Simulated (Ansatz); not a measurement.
Input

```
crystal:
  periodic: [false, false, false]
  atoms:
    - { symbol: Ga, position_ang: [-0.811684, -0.625088, -0.032631] }
    - { symbol: H, position_ang: [1.840163, -0.097336, 0.816005] }
    - { symbol: "N", position_ang: [-0.521239, 0.941462, -0.669973] }
    - { symbol: H, position_ang: [1.438559, 0.327035, 0.416156] }
    - { symbol: H, position_ang: [-0.703072, -2.000619, 0.660976] }
    - { symbol: H, position_ang: [-1.242727, 1.454547, -1.190532] }
basis:
  gaussian: { orbitals: def2-SVPD }
hamiltonian:
  xc: pbe
  dispersion: d4
relax:
  f_tol: 0.03
  max_steps: 50
output:
  orbitals: {}
```

Launched as:

```sh
ansatz run input.yaml --threads 2 --pin off --max-ram 3072MiB --backend cpu --events-out ev --progress --plain --runs-dir out
```

The fields are those of the run's last geometry, not of the input's.

Method: RKS PBE-D4/def2-SVPD (Ansatz 0.2.0).

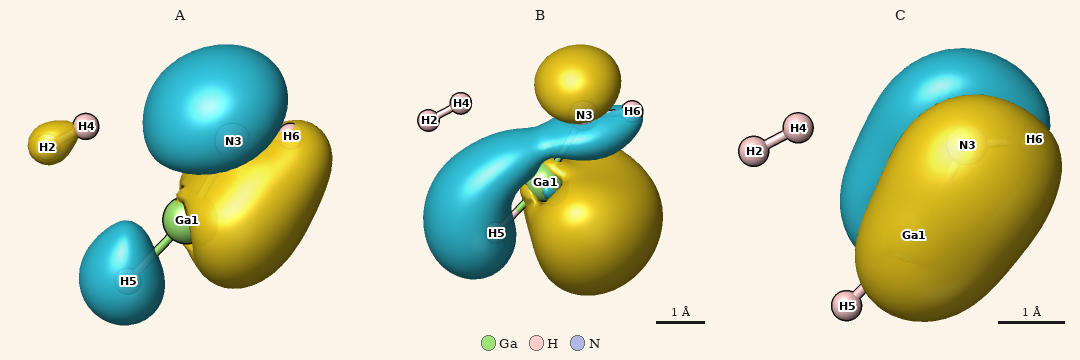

GaH2N···H2. Three frontier orbitals at ±0.08 Å⁻³ᐟ² (yellow and cyan are the two phases), in no order.

Which picture is the HOMO−1, the HOMO and the LUMO?

Answer. A is the HOMO−1 (−6.18 eV). By Hirshfeld shares it lies mainly on N3 (about 65 %) and Ga1 (about 20 %); it is symmetric in the molecular plane (an in-plane orbital: σ, lone-pair or in-plane π type). C is the HOMO (−5.48 eV). It lies mainly on N3 (about 65 %) and Ga1 (about 25 %); it changes sign across the molecular plane (π type); π-bonding across Ga1–N3. B is the LUMO (−2.24 eV). It lies mainly on Ga1 (about 65 %), N3 (about 20 %) and H5 (about 10 %); it is symmetric in the molecular plane (an in-plane orbital: σ, lone-pair or in-plane π type).

What is the HOMO–LUMO gap?

Answer. 3.24 eV between the orbital energies.
